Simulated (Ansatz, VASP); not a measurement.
# CdS (Greenockite): VASP beside Ansatz, part 2 of 2

Aim: how closely do two programs agree when they are given the same cell, functional and k mesh?

VASP 6.6.1 and Ansatz 0.2.0.

So far: Starting point; Ansatz: band structure, HSE06; VASP: band structure, HSE06.

The database entry behind the starting cell differs from later determinations by our own check (about 0.35 % long), so it need not match the best structure at ambient conditions.

## (4) Comparison

Known differences besides the PAW data sets themselves: exact exchange at q = 0 is treated differently, which shows on coarse meshes; VASP keeps PBE cores, Ansatz makes them for the functional; the data sets hold 52 valence electrons in Ansatz (default PAW (the set named soft_2) files) and 36 in VASP; the cutoff is 420 eV in Ansatz and 350 eV in VASP; VASP takes a coarser grid for exact exchange (PRECFOCK = Fast). Total energies have different zeros and are not compared.

Compared:

```csv
quantity,Ansatz,VASP,difference
gap over the path points (eV),2.248,2.246,+0.002
```

Forces (eV/Å; atoms numbered as in POSCAR):

```csv
atom,"Ansatz x, y, z","VASP x, y, z"
Cd1,"0.000, 0.000, -0.062","0.000, 0.000, -0.062"
Cd2,"0.000, 0.000, -0.062","0.000, 0.000, -0.062"
S3,"0.000, 0.000, 0.062","0.000, 0.000, 0.062"
S4,"0.000, 0.000, 0.062","0.000, 0.000, 0.062"
```

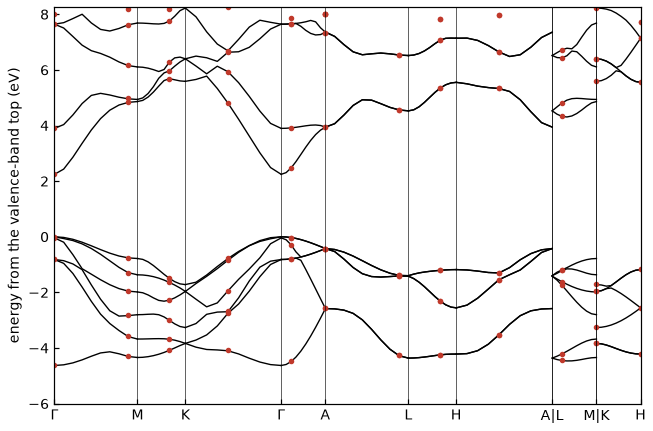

Bands from VASP (lines) and levels from Ansatz (dots). Dots without a line are higher empty bands that the VASP plot leaves out.

Levels at points of the path, from each program's valence-band top (eV; 4 filled, then empty):

```csv
k (reciprocal lattice),Ansatz,VASP
0.000 0.000 0.000,-0.81 -0.04 0.00 0.00 2.25 3.90 7.65,-0.82 -0.04 0.00 0.00 2.25 3.90 7.65
0.444 0.000 0.000,-2.83 -1.95 -1.28 -0.76 4.83 4.97 6.16,-2.83 -1.95 -1.29 -0.76 4.83 4.96 6.16
0.389 0.222 0.000,-3.00 -2.27 -1.64 -1.49 5.69 5.97 6.28,-3.00 -2.28 -1.64 -1.49 5.69 5.97 6.28
0.185 0.185 0.000,-2.69 -1.94 -0.84 -0.78 4.80 5.93 6.64,-2.69 -1.94 -0.84 -0.78 4.81 5.94 6.64
0.000 0.000 0.111,-0.79 -0.28 -0.03 -0.03 2.47 3.92 7.66,-0.79 -0.28 -0.03 -0.03 2.47 3.92 7.66
0.000 0.000 0.500,-0.42 -0.42 -0.42 -0.42 3.94 3.94 7.34,-0.42 -0.42 -0.42 -0.42 3.94 3.94 7.36
0.444 0.000 0.500,-1.40 -1.40 -1.39 -1.39 4.57 4.57 6.54,-1.41 -1.41 -1.39 -1.39 4.56 4.56 6.54
0.389 0.222 0.500,-2.31 -2.31 -1.20 -1.20 5.36 5.36 7.07,-2.32 -2.32 -1.21 -1.21 5.35 5.35 7.07
0.185 0.185 0.500,-1.54 -1.54 -1.29 -1.29 5.33 5.33 6.64,-1.54 -1.54 -1.30 -1.30 5.33 5.33 6.65
0.500 0.000 0.389,-1.74 -1.61 -1.21 -1.19 4.34 4.82 6.44,-1.75 -1.62 -1.21 -1.19 4.33 4.81 6.43
```

The forces differ by 0.4 meV/Å r.m.s., which is 1.1 % of the r.m.s. force of 0.04 eV/Å (both taken over all components). Among the levels compared (up to four filled and three empty ones at each point), filled levels agree within 10 meV and empty ones within 19 meV.

## (5) VASP: band structure, r2SCAN-EpsX

Levels along a path test the potential and the projectors away from the mesh points.

Input file INCAR:

```
SYSTEM = CdS
PREC = Accurate
ENCUT = 350
EDIFF = 1E-06
NELM = 100
ISMEAR = 0
SIGMA = 0.03
LREAL = .FALSE.
ALGO = Normal
LHFCALC = .TRUE.
AEXX = 0.139
METAGGA = R2SCAN
LASPH = .TRUE.
NBANDS = 24
PRECFOCK = Fast
HFRCUT = -1
LORBIT = 11
LWAVE = .FALSE.
LCHARG = .FALSE.
KPAR = 4
```

Input file POSCAR:

```
CdS
1.0
    4.1500000000      0.0000000000      0.0000000000
   -2.0750000000      3.5940054257      0.0000000000
    0.0000000000      0.0000000000      6.7370000000
Cd S
2 2
Direct
    0.6666666667      0.3333333333      0.5000000000
    0.3333333333      0.6666666667      0.0000000000
    0.6666666667      0.3333333333      0.8750000000
    0.3333333333      0.6666666667      0.3750000000
```

Input file KPOINTS:

```
Automatic mesh
0
Gamma
4 4 2
0 0 0
```

Input file KPOINTS_OPT:

```
Line mode
10
Line-mode
Reciprocal
  0.00000000   0.00000000   0.00000000 GAMMA
  0.50000000   0.00000000   0.00000000 M

  0.50000000   0.00000000   0.00000000 M
  0.33333333   0.33333333   0.00000000 K

  0.33333333   0.33333333   0.00000000 K
  0.00000000   0.00000000   0.00000000 GAMMA

  0.00000000   0.00000000   0.00000000 GAMMA
  0.00000000   0.00000000   0.50000000 A

  0.00000000   0.00000000   0.50000000 A
  0.50000000   0.00000000   0.50000000 L

  0.50000000   0.00000000   0.50000000 L
  0.33333333   0.33333333   0.50000000 H

  0.33333333   0.33333333   0.50000000 H
  0.00000000   0.00000000   0.50000000 A

  0.50000000   0.00000000   0.50000000 L
  0.50000000   0.00000000   0.00000000 M

  0.33333333   0.33333333   0.00000000 K
  0.33333333   0.33333333   0.50000000 H
```

PAW data sets: Cd and S (PBE family, release 64).

Launch:

```console
> mpirun -np 4 vasp_std
```

Numbers of over 12 decimals in the logs are rounded to 6 here.

The log of the run:

```text
[banner, memory and clock lines left out]
running    4 mpi-ranks, on    1 nodes
[...]
|                                                                             |
|               ----> ADVICE to this user running VASP <----                  |
|                                                                             |
|     You enforced a specific xc type in the INCAR file but a different       |
|     [... a line on the potential file left out ...]
|     I HOPE YOU KNOW WHAT YOU ARE DOING!                                     |
|                                                                             |

 LDA part: xc-table for (None), standard interpolation
 found WAVECAR, reading the header
 POSCAR, INCAR and KPOINTS ok, starting setup
[...]
HFRCUT set to (new)   9.156263
 reading WAVECAR
 the WAVECAR file was read successfully
 initial charge from wavefunction
 entering main loop
       N       E                     dE             d eps       ncg     rms          rms(c)
[...]
DAV:   9    -0.551290515069E+02   -0.35069E-05   -0.47191E-06   416   0.186E-02    0.735E-02
DAV:  10    -0.551290519711E+02   -0.46417E-06   -0.19219E-06   320   0.120E-02
   1 F= -.55129052E+02 E0= -.55129052E+02  d E =-.152650E-21
 Start KPOINTS_OPT (optional k-point list driver)
k-point batch [1-8\90]
       N       E                     dE             ncg
DAV:   1     0.293578995505E+03   -0.23946E+04      384
DAV:   2    -0.163821685689E+04   -0.19318E+04      448
DAV:   3    -0.175285522307E+04   -0.11464E+03      448
DAV:   4    -0.175458044729E+04   -0.17252E+01      512
DAV:   5    -0.175459944320E+04   -0.18996E-01      512
DAV:   6    -0.175459982079E+04   -0.37759E-03      488
DAV:   7    -0.175459983139E+04   -0.10598E-04      464
DAV:   8    -0.175459983170E+04   -0.31877E-06      352
[...]
k-point batch [89-90\90]
       N       E                     dE             ncg
DAV:   1     0.569038955538E+04   -0.20471E+04      104
DAV:   2     0.525306396725E+04   -0.43733E+03      112
DAV:   3     0.523187223947E+04   -0.21192E+02      120
DAV:   4     0.523159293261E+04   -0.27931E+00      112
DAV:   5     0.523159019580E+04   -0.27368E-02      112
DAV:   6     0.523159014570E+04   -0.50100E-04      112
DAV:   7     0.523159014451E+04   -0.11832E-05      112
DAV:   8     0.523159014448E+04   -0.27318E-07       80
```

Parts of OUTCAR (step 5):

```text
 POSITION                                       TOTAL-FORCE (eV/Angst)
 -----------------------------------------------------------------------------------
      2.07500      1.19800      3.36850         0.000000      0.000000     -0.062496
     -0.00000      2.39600      0.00000         0.000000     -0.000000     -0.062496
      2.07500      1.19800      5.89487        -0.000000     -0.000000      0.062496
     -0.00000      2.39600      2.52637         0.000000      0.000000      0.062496
 -----------------------------------------------------------------------------------
    total drift:                                0.000028      0.000079      0.008943

  FREE ENERGIE OF THE ION-ELECTRON SYSTEM (eV)
  ---------------------------------------------------
  free  energy   TOTEN  =       -55.1290519711 eV

  energy  without entropy=      -55.1290519711  energy(sigma->0) =      -55.12905197

[... 2 parts as in an earlier step ...]

[... 1 further part left out ...]
[key lines of the parts left out:]
E-fermi :   0.6371
```

## (6) Ansatz: band structure, r2SCAN-EpsX

The same cell, functional, mesh and smearing now go to Ansatz, which takes its cutoff from its data sets.

Input file input.yaml:

```yaml
crystal:
  lattice:
    - [4.15, 0.0, 0.0]
    - [-2.075, 3.5940054257, 0.0]
    - [0.0, 0.0, 6.737]
  atoms:
    - { symbol: Cd, position: [0.6666666667, 0.3333333333, 0.5] }
    - { symbol: Cd, position: [0.3333333333, 0.6666666667, 0.0] }
    - { symbol: S, position: [0.6666666667, 0.3333333333, 0.875] }
    - { symbol: S, position: [0.3333333333, 0.6666666667, 0.375] }
hamiltonian:
  xc: { exchange: r2scan, correlation: r2scan, exx: { coeff: 0.139 } }
  pseudopotentials: { kind: paw }
kpoints:
  mp_grid: { grid: [4, 4, 2] }
  band_path:
    path:
      - [0.0, 0.0, 0.0]
      - [0.44444, 0.0, 0.0]
      - [0.38889, 0.22222, 0.0]
      - [0.18519, 0.18519, 0.0]
      - [0.0, 0.0, 0.11111]
      - [0.0, 0.0, 0.5]
      - [0.44444, 0.0, 0.5]
      - [0.38889, 0.22222, 0.5]
      - [0.18519, 0.18519, 0.5]
      - [0.5, 0.0, 0.38889]
      - [0.33333, 0.33333, 0.0]
      - [0.33333, 0.33333, 0.5]
    npoints: 1
scf:
  occupations: { method: gaussian, width: 0.03 }
  n_extra_bands: 8
output:
  forces: true
  stress: true
  eigenvalues: true
```

Launch:

```console
> ansatz run input.yaml --threads 4 --pin off --max-ram 9216MiB --backend cpu --events-out ev --progress --plain --runs-dir out
```

The log of the run:

```text
[...]
Crystal: 4 atoms, lattice volume = 100.483 Å³
Basis set: ecut = 500 eV, 2539 PW (Γ), exchange–correlation on 128×128×200 points (64 copies of the dense FFT grid, shifted against one another)
Bands: 34, of which v1, the nominal top of the filled ones, is band 26 counted from 1 (25 counted from 0)
Symmetry: 12 space group operations
[...]
k-points: 8 of 32
[...]
--- Band table (eV; the first three rows and the last of 8) ---
  k-point 0: bands = [... 22 lower, 5.1603, 5.9223, 5.9643, 5.9643, 8.4530, 10.1125, 13.8886, 13.8886, ... 4 higher]
  k-point 1: bands = [... 22 lower, 5.5487, 5.5487, 5.5487, 5.5487, 10.1501, 10.1501, 13.5247, 13.5247, ... 4 higher]
  k-point 2: bands = [... 22 lower, 4.0077, 4.5359, 5.4492, 5.5789, 10.2564, 11.3411, 12.7780, 13.7331, ... 4 higher]
  k-point 7: bands = [... 22 lower, 3.8509, 3.8509, 4.7319, 4.7319, 11.5977, 11.5977, 13.1836, 13.1836, ... 4 higher]
[key lines of the parts left out:]
Free energy (F): -18350.726394 eV
Fermi energy:    7.208792 eV
P = ⅓ Tr σ = 0.4007 GPa (4.007 kbar)
```

Wall time 28 s (4 threads of Intel Xeon Platinum 8559C (Emerald Rapids), shared host); peak memory 1.3 GiB; 97 s of CPU time.

## (7) Side by side

What differs besides the data sets and the points named for the pairs above, as far as they apply: the cutoff is 500 eV in Ansatz and 350 eV in VASP. Total energies have different zeros and are not compared.

Both answers:

```csv
quantity,Ansatz,VASP,difference
gap over the path points (eV),2.489,2.486,+0.003
```

Forces (eV/Å; atoms numbered as in POSCAR):

```csv
atom,"Ansatz x, y, z","VASP x, y, z"
Cd1,"0.000, 0.000, -0.062","0.000, 0.000, -0.062"
Cd2,"0.000, 0.000, -0.062","0.000, 0.000, -0.062"
S3,"0.000, 0.000, 0.062","0.000, 0.000, 0.062"
S4,"0.000, 0.000, 0.062","0.000, 0.000, 0.062"
```

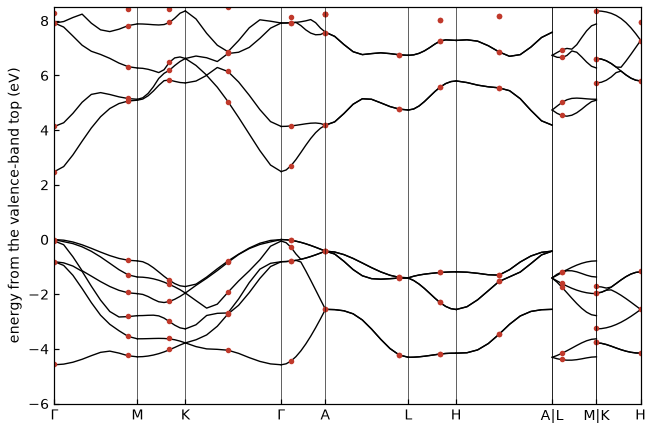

Bands from VASP (lines) and levels from Ansatz (dots). Dots without a line are higher empty bands that the VASP plot leaves out.

Levels at points of the path, from each program's valence-band top (eV; 4 filled, then empty):

```csv
k (reciprocal lattice),Ansatz,VASP
0.000 0.000 0.000,-0.80 -0.04 0.00 0.00 2.49 4.15 7.92,-0.81 -0.05 0.00 0.00 2.49 4.14 7.92
0.444 0.000 0.000,-2.81 -1.93 -1.28 -0.75 5.07 5.17 6.32,-2.82 -1.95 -1.29 -0.76 5.07 5.16 6.32
0.389 0.222 0.000,-2.98 -2.25 -1.63 -1.48 5.84 6.19 6.48,-3.00 -2.26 -1.64 -1.49 5.83 6.19 6.48
0.185 0.185 0.000,-2.67 -1.92 -0.83 -0.77 5.04 6.15 6.81,-2.68 -1.93 -0.83 -0.78 5.05 6.14 6.80
0.000 0.000 0.111,-0.78 -0.28 -0.03 -0.03 2.71 4.17 7.93,-0.79 -0.28 -0.03 -0.03 2.70 4.16 7.93
0.000 0.000 0.500,-0.42 -0.42 -0.42 -0.42 4.19 4.19 7.56,-0.42 -0.42 -0.42 -0.42 4.18 4.18 7.58
0.444 0.000 0.500,-1.39 -1.39 -1.37 -1.37 4.78 4.78 6.76,-1.41 -1.41 -1.38 -1.38 4.77 4.77 6.76
0.389 0.222 0.500,-2.30 -2.30 -1.19 -1.19 5.59 5.59 7.26,-2.31 -2.31 -1.21 -1.21 5.58 5.58 7.26
0.185 0.185 0.500,-1.52 -1.52 -1.29 -1.29 5.55 5.55 6.87,-1.53 -1.53 -1.30 -1.30 5.55 5.55 6.87
0.500 0.000 0.389,-1.73 -1.60 -1.19 -1.17 4.55 5.03 6.66,-1.75 -1.61 -1.20 -1.18 4.54 5.01 6.66
```

The forces differ by 0.2 meV/Å r.m.s., which is 0.4 % of the r.m.s. force of 0.04 eV/Å (both taken over all components). Among the levels compared (up to four filled and three empty ones at each point), filled levels agree within 16 meV and empty ones within 21 meV.

## (8) Results

```yaml
difference_in_gap_over_the_path_points_band_structure_hse06: 0.0016 eV
difference_in_gap_over_the_path_points_band_structure_r2scan_epsx: 0.0027 eV
```

What this shows: The difference in gap over the path points is 0.0027 eV (band structure, r2SCAN-EpsX), within the 0.08 eV picked in this series as the mark of a large difference. Differences of this kind measure data sets and numerical settings, not the functional's error against experiment.

[Lines on the potential files, build, host, timing and source positions are cut from VASP's logs without a mark.]

[Logs are printed without paths, hosts, clocks, repeated set-up lines and the standing remarks that a program may print on its own settings, such as how far it seeks lower states.]

[Hosts, paths, dates, database ids (printed as entryN), source tags and the programs' standing remarks are cut or masked in the printed files.]
